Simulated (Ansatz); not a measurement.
A series of calculations on ZrNH5OF2

**1. Relaxation**

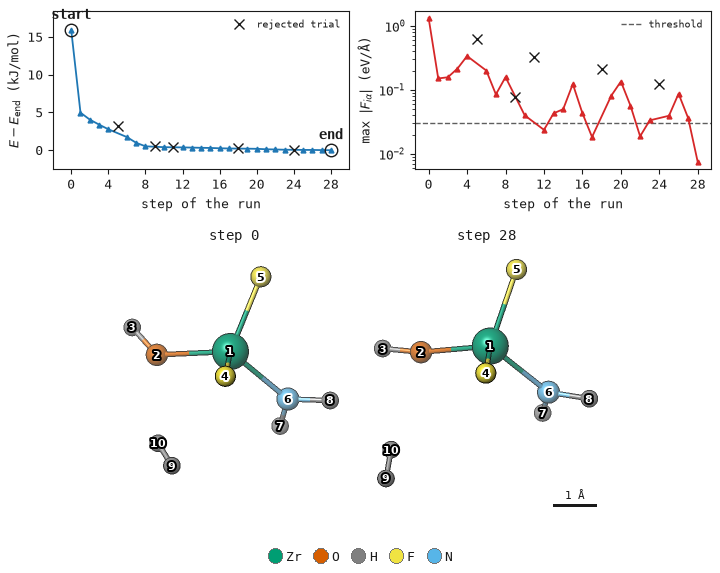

First and last geometry of a relaxation of ZrNH5OF2, with the history of the run. The picture is a ball-and-stick view, seen face on.

The run prepares an end point of a later path (reaction) calculation, from a guessed geometry.

Level of theory: RKS PBE-D4/def2-SVP (Ansatz). Set-up: no spin polarisation; force threshold 0.03 eV/Å; at most 50 steps.

Question: What do the curves and the structures tell?

Answer: It converged. Over 23 accepted moves (28 points after the start) the energy falls by 15.9 kJ/mol. The largest force component goes from 1.3 to 0.0074 eV/Å. The line search rejected the trial steps at points 5, 9, 11, 18, 24 of the run. The forces were under the threshold at step 12, but the run went on from there. H9 moves most after the best rigid fit: 0.95 Å. By element the largest moves are H 0.95 Å, O 0.30 Å, N 0.26 Å, Zr 0.23 Å, F 0.22 Å. Near-neighbour distances that change, for instance: Zr1–H9 3.050 → 4.007 Å, Zr1–H10 2.795 → 3.414 Å, Zr1–O2 2.024 → 1.929 Å, H9–H10 0.724 → 0.769 Å. Bond angles that change, for instance: Zr1–O2–H3 135.4° → 164.6°, F5–Zr1–N6 106.9° → 109.0°. The run took 85 s on 2 threads of Arm Neoverse V1, on a shared host, peak memory 0.12 GiB.

Limits of the set-up: the start holds two separate molecules, 2.2 Å apart at their closest, whose relative position is a soft coordinate.

**2. Relaxation**

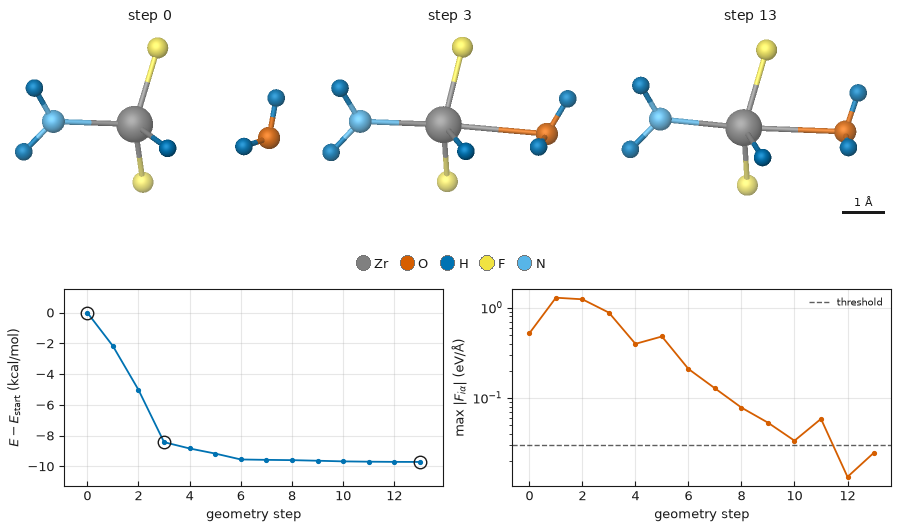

Frames of a relaxation of ZrNH$_{5}$OF$_{2}$, marked on the history of the run. The picture is a ball-and-stick view, seen at a tilt.

The run prepares an end point of a later path (reaction) calculation, from a guessed geometry.

All numbers below come from RKS PBE-D4/def2-SVP in Ansatz.

Input file:
```yaml
crystal:
  periodic: [false, false, false]
  atoms:
    - { symbol: Zr, position_ang: [-0.195323, -0.638618, -0.160463] }
    - { symbol: O, position_ang: [0.849795, 0.201838, 2.803857] }
    - { symbol: H, position_ang: [-0.006005, 0.570529, 3.099587] }
    - { symbol: F, position_ang: [1.537946, -0.08, -0.752143] }
    - { symbol: F, position_ang: [-1.610806, 0.546981, 0.363873] }
    - { symbol: "N", position_ang: [-0.975058, -1.85344, -1.569829] }
    - { symbol: H, position_ang: [-1.972696, -2.078764, -1.665486] }
    - { symbol: H, position_ang: [-0.462099, -2.313799, -2.330039] }
    - { symbol: H, position_ang: [0.023077, -1.834187, 1.246263] }
    - { symbol: H, position_ang: [0.61597, -0.751442, 2.640181] }
basis:
  gaussian: { orbitals: def2-SVP }
hamiltonian:
  xc: pbe
  dispersion: d4
relax:
  f_tol: 0.03
  max_steps: 50
```

Launched with:
```bash
ansatz run input.yaml --threads 2 --pin off --max-ram 3072MiB --backend cpu --events-out ev --progress --plain --runs-dir out
```

Describe the path.

Answer. O2 moves most after the best rigid fit: 0.61 Å. By element the largest moves are O 0.61 Å, H 0.49 Å, F 0.29 Å, Zr 0.26 Å, N 0.19 Å. Near-neighbour distances that change, for instance: Zr1–O2 3.254 → 2.428 Å, Zr1–H3 3.482 → 2.864 Å, Zr1–H10 2.918 → 2.751 Å, Zr1–H9 1.859 → 1.893 Å. New bonds form, among them: Zr1–O2 (3.25 → 2.43 Å). Bond angles that change, for instance: F5–Zr1–H9 106.1° → 111.9°, F5–Zr1–N6 106.1° → 101.3°, F4–Zr1–N6 108.0° → 103.6°. After 13 geometry steps the energy has fallen by 9.71 kcal/mol. The largest force component goes from 0.52 to 0.025 eV/Å. From step 0 to 3: O2 moves most (0.56 Å), energy −8.42 kcal/mol. From step 3 to 13: H3 moves most (0.30 Å), energy −1.29 kcal/mol.

**3. Path**

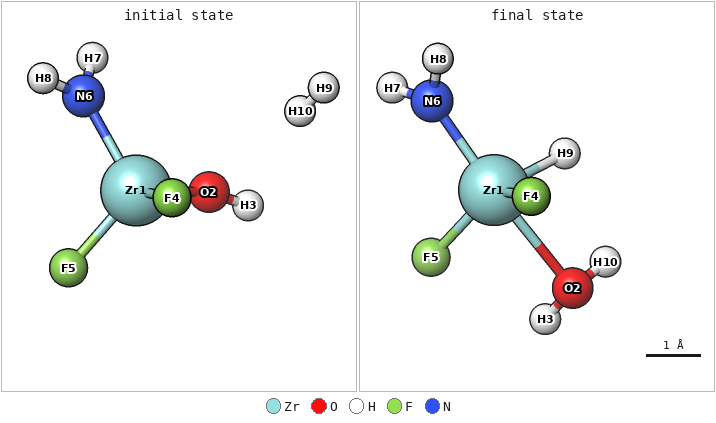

The two relaxed end points of a path for ZrNH5OF2, made up at the start of ZrNH3OF2 and H2. A ball-and-stick model, seen face on.

Computed with Ansatz 0.2.0, RKS PBE-D4/def2-SVP.

Set-up: 5 movable images; climbing image; force threshold 0.05 eV/Å; iteration limit 60.

Start:
```xyz
10

Zr   -0.3177    0.0637   -0.1109
O    -0.4957   -0.1803    1.7943
H    -0.4513   -0.0800    2.7551
F     1.5033    0.0904   -0.7456
F    -1.0924    1.7208   -0.7228
N    -1.2991   -1.4882   -0.9862
H    -1.8260   -2.2275   -0.5077
H    -1.3505   -1.6633   -1.9972
H     1.8544   -2.4885    2.0860
H     1.2798   -1.9779    2.1107
```

End:
```xyz
10

Zr   -0.1448   -0.6653    0.0754
O     0.8336    0.0923    2.1643
H     0.1082    0.5034    2.6773
F     1.4414   -0.0524   -0.8176
F    -1.5443    0.4164    0.8728
N    -1.1737   -1.6312   -1.3865
H    -2.1758   -1.8608   -1.3804
H    -0.7659   -2.0541   -2.2306
H     0.2468   -2.1962    1.1176
H     0.9793   -0.7831    2.5834
```

**What barrier does the band find between them, and by what path?**

The highest point, image 5, lies 1.13 eV above the start and 0.25 eV above the end; the end is at +0.88 eV relative to the start. Breaking: H9–H10 (0.77 → 1.13 at the top → 2.16 Å). Forming: O2–H10 (2.55 → 1.16 at the top → 0.98 Å), Zr1–H9 (4.01 → 2.06 at the top → 1.89 Å). The band converged in 32 iterations. The largest component of the band force went from 17 to 0.049 eV/Å. The climbing image converged on the top of the path. Its vibrational analysis gives one imaginary mode (640i cm⁻¹), as a transition state must have.

Energies of the converged images:

```json
{"image": "0", "path (Å)": "0.00", "E (eV)": "0.000"}
{"image": "1", "path (Å)": "0.88", "E (eV)": "0.018"}
{"image": "2", "path (Å)": "1.75", "E (eV)": "0.016"}
{"image": "3", "path (Å)": "2.63", "E (eV)": "0.030"}
{"image": "4", "path (Å)": "3.50", "E (eV)": "0.294"}
{"image": "5", "path (Å)": "4.38", "E (eV)": "1.127"}
{"image": "6", "path (Å)": "6.85", "E (eV)": "0.877"}
```

The geometry at the top of the path:

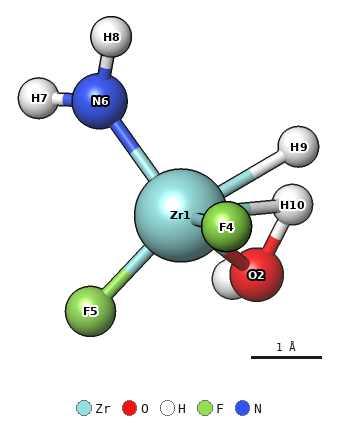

Limits of the set-up: the start holds two separate molecules, 2.5 Å apart at their closest, whose relative position is a soft coordinate.

The run took 6.4 min on 2 threads of Arm Neoverse V1, with other jobs on the host, peak memory 0.12 GiB.
